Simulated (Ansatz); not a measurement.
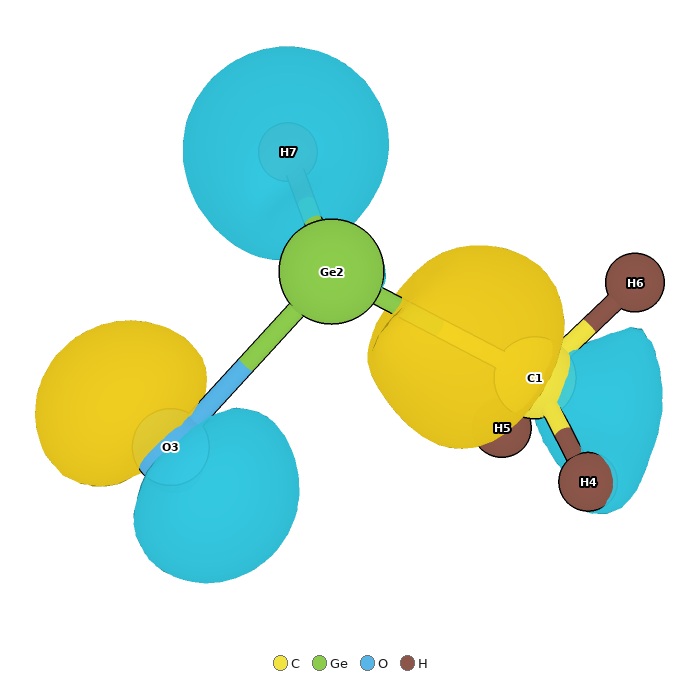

Figure 1: CH5GeO (SMILES [CH3][GeH-][OH]) (charge −1). The HOMO−1 at ±0.15 Å⁻³ᐟ² (yellow and cyan are the two phases), seen across its widest extent.

Geometry: PBE-D3(BJ)/def2-SVPD.

Method: isolated molecule in a Gaussian basis; Kohn-Sham density functional theory, functional PBE0 in Ansatz.

The calculation's input:

```
crystal:
  periodic: [false, false, false]
  atoms:
    - {symbol: C, position_ang: [-0.334152, -1.887693, 0.610655]}
    - {symbol: Ge, position_ang: [-1.905555, -0.533076, 0.784985]}
    - {symbol: O, position_ang: [-3.315213, -1.848505, 1.082517]}
    - {symbol: H, position_ang: [-0.031587, -2.263976, 1.611060]}
    - {symbol: H, position_ang: [-0.593182, -2.765306, -0.022720]}
    - {symbol: H, position_ang: [0.549347, -1.389338, 0.151911]}
    - {symbol: H, position_ang: [-2.084965, -0.455531, -0.858655]}
    - {symbol: H, position_ang: [-3.258788, -2.496718, 0.359034]}
basis:
  gaussian: {orbitals: def2-TZVPD}
total_charge: -1
hamiltonian: {xc: {name: PBE0}}
output: {forces: true, orbitals: {seedname: orbitals}}
magnetization: {spin_polarized: false, initial_magnetization: 0}
```

Command:

```sh
ansatz run input.yaml --threads 2 --pin off --max-ram 4350MiB --events-out events.jsonl --progress --plain --runs-dir runs
```

Where does this orbital lie, and at what energy?

By Hirshfeld shares it lies mainly on O3 (about 35 %), Ge2 (about 20 %), C1 (about 20 %) and H7 (about 20 %). Its energy is −2.03 eV.
